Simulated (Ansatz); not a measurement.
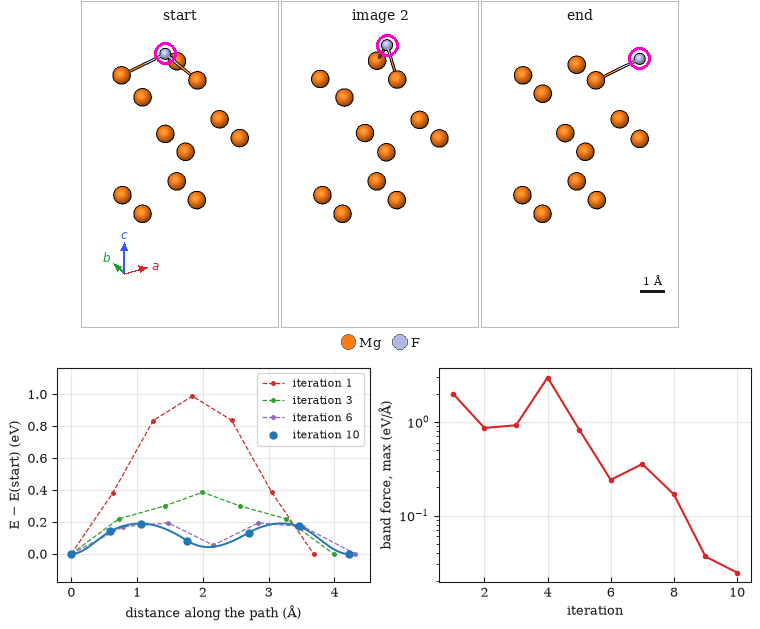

A nudged-elastic-band calculation for F on Mg(0001) (13 atoms in the cell). Images are numbered from 0 (start) to 6 (end). The plot follows the band through its iterations. Style: ball-and-stick. Shown: the simulation cell, with the vacuum cut short (origin moved), slightly off an axis. The moving atom is ringed, with any periodic copies. Bonds to atoms that aren't drawn are left out.

Level of theory: Ansatz 0.2.0, DFT PBEsol, scalar-relativistic, plane waves, PAW. Settings: plane-wave cutoff 420 eV; k-point mesh 4 × 4 × 1; Gaussian smearing 0.1 eV; 4 atoms held fixed; 5 movable images; climbing image; force threshold 0.03 eV/Å; iteration limit 63; starting path by image-dependent pair potential.

### Did the band converge, and can the barrier be trusted?

The run is converged, with reservations. The band converged in 10 iterations. The largest component of the band force went from 2 to 0.025 eV/Å. The climbing image converged on the top of the path. A check of its curvatures found one unstable direction (−0.33 eV/Å²), as a transition state must have. The first iteration put the highest image at 0.988 eV. The two ends have the same energy, and the highest point, image 2, lies 0.190 eV above the start. The profile has 2 maxima (images 2, 5) with a dip at image 3 (+0.082 eV), so the process runs in steps.

Limits of the set-up: the cell has an odd number of electrons but was run without spin polarisation; the periodic images lie only 6.4 Å apart, so the values are limited by the cell's size.

The run took 11 min on 4 threads of Intel(R) Xeon(R) Platinum 8488C (Sapphire Rapids), with other jobs on the host, peak memory 3.1 GiB.
